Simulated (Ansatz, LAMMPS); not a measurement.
# Glassy 50P2O5-25K2O-25CaO (mol %) (76 atoms), the frame at 141 fs of a trajectory (instantaneous temperature 504 K)

The starting structure: 76 atoms (16 P, 8 K, 4 Ca, 48 O) placed at random at 2.56 g/cm³, melted at 4000 K for 10 ps at fixed volume with the Morse and Coulomb pair potential with partial charges (Pedone, Malavasi, Menziani, Cormack and Segre, J. Phys. Chem. B 110, 11780 (2006)). Quenched from 4000 K to 300 K at 8 K/ps and fixed volume, held 10 ps at zero pressure.

This is the frame at 141 fs of a trajectory (instantaneous temperature 504 K). Method: Kohn-Sham DFT, LDA, PAW (set soft_2), plane waves (Ansatz 0.2.0); cutoff 420 eV, Γ point, fixed occupations; density 2.56 g/cm³.

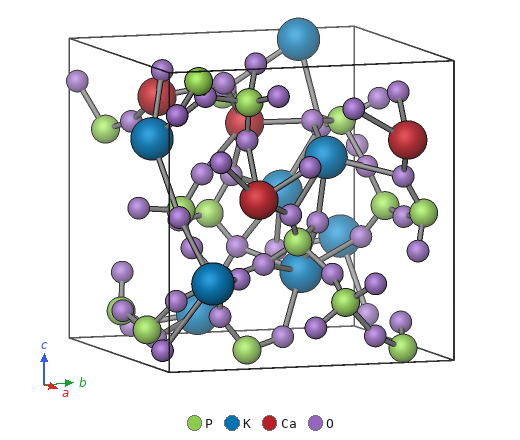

The structure (phosphorus green, potassium blue, calcium red, oxygen purple). Bonds to atoms that aren't drawn are left out. Some periodic images of atoms are drawn too.

Extended XYZ; positions in Å, forces in eV/Å:

```xyz
76
Lattice="10.407 0.000 0.000 0.000 10.407 0.000 0.000 0.000 10.407" Properties=species:S:1:pos:R:3:forces:R:3 pbc="T T T"
P 4.935 9.803 4.769 0.019 0.764 -1.079
P 9.816 1.282 9.984 -2.523 -1.052 -0.473
P 6.586 3.205 2.650 0.117 0.222 -0.552
P 0.694 1.075 7.291 -0.480 -0.249 -0.719
P 2.833 0.897 1.230 2.490 0.743 -0.795
P 2.224 4.330 4.412 -0.591 1.666 0.439
P 7.107 5.856 3.915 0.013 2.564 1.292
P 5.764 4.469 0.064 0.826 -0.171 -1.215
P 8.047 10.124 4.856 0.378 -0.880 0.347
P 5.999 0.738 0.941 -0.606 1.138 -1.304
P 3.868 8.585 7.657 0.742 1.043 -1.879
P 0.090 5.563 8.257 -0.257 -1.858 1.003
P 9.284 6.840 2.025 0.059 1.759 0.397
P 8.271 3.666 8.978 0.747 -0.677 1.189
P 8.112 9.345 0.205 2.477 -1.187 -0.831
P 4.393 2.540 4.836 2.872 -1.991 0.875
K 1.609 7.808 10.245 0.037 0.255 0.115
K 6.886 0.606 7.684 -0.021 0.092 -0.600
K 9.802 1.810 2.930 0.335 -0.365 0.017
K 6.872 6.971 6.784 0.461 0.143 0.177
K 1.535 4.142 0.865 -0.032 0.225 0.342
K 4.449 6.901 2.551 0.198 0.073 0.017
K 1.498 7.213 4.976 0.035 -0.131 0.126
K 0.857 9.599 3.251 0.501 0.939 0.181
Ca 3.985 1.807 8.771 0.341 -0.925 -0.235
Ca 3.601 5.144 7.678 0.137 0.240 -0.451
Ca 9.284 3.672 5.706 -0.351 -1.185 -0.710
Ca 9.860 8.906 7.653 -0.722 -0.662 -0.280
O 5.781 3.478 1.267 -1.156 -0.608 0.951
O 9.969 2.045 7.149 0.908 0.207 -0.375
O 5.447 2.567 3.651 0.936 1.540 -0.806
O 8.491 1.999 9.280 1.294 1.203 0.995
O 10.026 6.878 8.831 0.461 0.089 -0.612
O 7.913 6.836 2.852 1.236 -0.838 -0.684
O 4.198 9.841 8.416 0.034 -0.787 0.430
O 8.067 3.376 2.834 -1.646 -0.013 0.326
O 5.503 5.866 0.441 -0.257 -0.152 -0.295
O 0.810 3.868 4.238 -1.101 -0.366 0.790
O 7.725 3.785 7.597 0.150 0.013 1.224
O 3.176 2.038 0.292 -0.473 0.282 0.592
O 1.525 5.162 8.634 -0.479 0.735 -0.227
O 4.215 9.174 3.637 -0.117 0.399 0.926
O 4.738 9.202 6.138 -0.433 -0.868 1.287
O 9.688 4.245 9.327 -0.608 1.170 -2.010
O 4.426 0.982 4.978 -0.627 -1.068 0.404
O 0.665 10.278 6.356 -0.267 0.710 1.081
O 6.175 6.909 4.452 -0.135 -0.690 -0.046
O 2.293 10.089 0.674 -1.052 -3.376 -2.136
O 6.818 1.515 1.998 -0.002 0.406 -0.025
O 8.778 9.662 3.639 0.119 -0.226 0.323
O 2.431 8.327 7.309 -0.428 -0.233 0.277
O 2.167 1.171 2.487 -0.212 1.672 2.427
O 8.855 8.075 0.763 -1.075 0.893 0.564
O 2.576 5.014 5.759 -0.269 -0.780 -0.584
O 4.619 7.258 7.798 -0.516 0.431 0.577
O 8.017 9.205 9.098 0.065 0.363 1.829
O 9.987 5.295 6.859 1.145 0.949 1.419
O 2.682 5.190 3.278 0.267 0.316 -0.551
O 8.121 1.174 5.070 0.595 2.322 0.785
O 10.405 7.546 2.771 -1.118 -1.683 -0.879
O 6.815 9.720 0.948 -0.079 -0.375 -0.093
O 6.222 4.914 3.071 -0.150 -2.033 -0.161
O 3.026 2.938 4.329 0.120 -0.563 -0.211
O 4.818 3.159 6.122 -0.465 0.250 0.023
O 9.572 5.653 1.220 0.210 -0.101 0.050
O 5.957 1.304 9.922 0.227 -0.885 1.838
O 5.003 3.893 9.264 -0.254 0.599 0.636
O 8.014 5.282 4.979 -0.500 0.129 -1.253
O 4.660 0.320 1.469 -1.738 0.285 0.506
O 6.462 9.951 4.559 -1.660 -0.515 -0.424
O 2.039 1.549 7.695 0.276 0.406 0.222
O 8.237 9.312 6.190 0.163 -0.028 -0.762
O 9.098 0.215 0.595 -0.175 -0.163 -0.959
O 7.368 4.231 10.201 0.855 -0.343 -2.306
O 0.250 2.159 0.373 0.006 -0.232 -0.093
O 10.383 0.298 8.908 0.725 1.016 -0.385
```

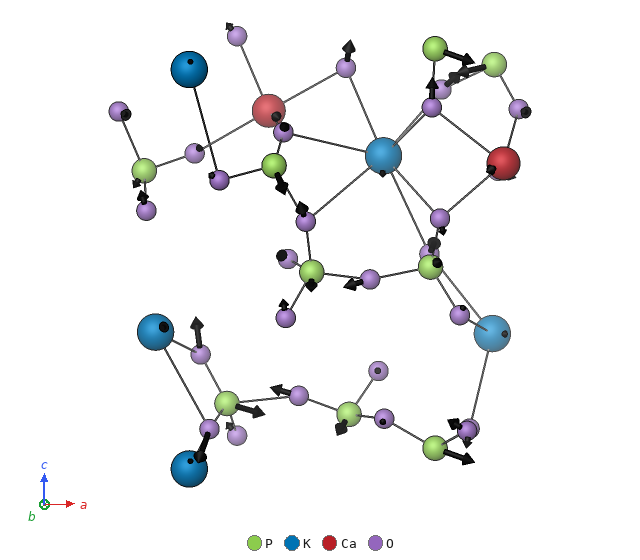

The forces as arrows, the longest 4.13 eV/Å. Drawn is a slice 5 Å thick, seen along the normal of the ac plane. Bonds to atoms that aren't drawn are left out.

The quench rate of 8 K/ps is many orders above laboratory rates, so the cell is likely richer in defects and strain than a real sample. The network of bonds at the start is that of the classical potential that made the cell. Only the Γ point is sampled, in a cell whose shortest periodic width is 10 Å.

The r.m.s. force component is 0.924 eV/Å; the longest force, 4.13 eV/Å, acts on O48. The energy lies 72.1 meV/atom below that of the first step of this run.

[Logs are printed without paths, hosts, clocks, repeated set-up lines and the standing remarks that a program may print on its own settings, such as how far it seeks lower states.]

[Hosts, paths, dates, database ids (printed as entryN), source tags and the programs' standing remarks are cut or masked in the printed files.]
